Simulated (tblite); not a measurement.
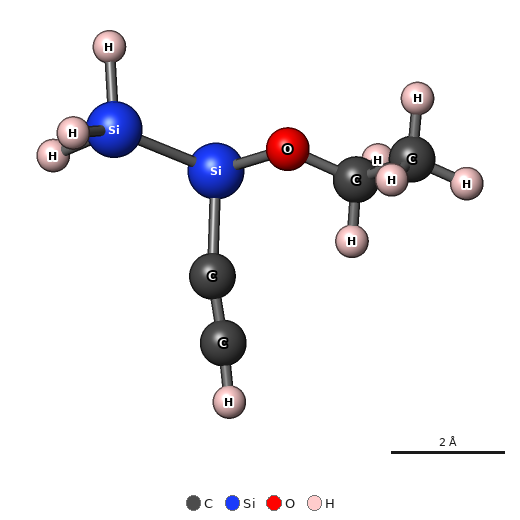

*The structure (ball-and-stick view, seen at a tilt).*

Bond lengths as drawn: C–C 1.21 to 1.53 Å, C–H 1.06 to 1.11 Å, C–O 1.36 Å, C–Si 1.89 Å, H–Si 1.49 to 1.50 Å, O–Si 1.73 Å and Si–Si 2.24 Å.

**C₄H₉OSi₂ (charge −1): nudged elastic band**

System: C₄H₉OSi₂, charge −1.
Method: GFN2-xTB climbing-image nudged elastic band, gas phase (tblite 0.8.0).

The run did not end well.

### Input
```
{"job": {"xc": "GFN2-xTB", "basis": "xTB", "kind": "neb"}, "charge": -1, "multiplicity": 1}
C      0.818318     2.850959    -0.385047
C      1.058445     1.667275    -0.413380
Si     1.141616    -0.179967    -0.827339
Si     2.725928    -0.960072     0.552642
O     -0.321218    -0.707104    -0.060163
C     -1.486996    -0.180224    -0.518726
C     -2.672721    -0.673396     0.308608
H      0.657198     3.894301    -0.303129
H      3.955404    -0.382278    -0.068328
H      3.161105    -0.993754     1.985009
H      2.924775    -2.407104     0.241316
H     -1.647857    -0.453393    -1.581171
H     -1.451835     0.924101    -0.485095
H     -2.728083    -1.759585     0.260914
H     -2.538017    -0.381693     1.348131
H     -3.603661    -0.249123    -0.065652
```

The first line tells a small driver script what to run in tblite; the rest is the geometry in Å.

Hardware: 1 CPU thread, shared host.

Command:
```bash
OMP_NUM_THREADS=1 python <driver script> task.json out
```

### What the program printed
```
image   E - E0 / eV
  0       0.0000
  1       0.4499
  2       1.6927
  3       0.1094
  4       0.0968
  5       0.0352
  6       0.0023
```

### What the run reported

| quantity | value |
| --- | --- |
| outcome | not converged |
| forward barrier | 1.693 eV |
| wall time | 11 s |
| peak memory | 0.2 GiB |

The run did not converge. At least one of its steps failed, so the values that rest on that step are not results.
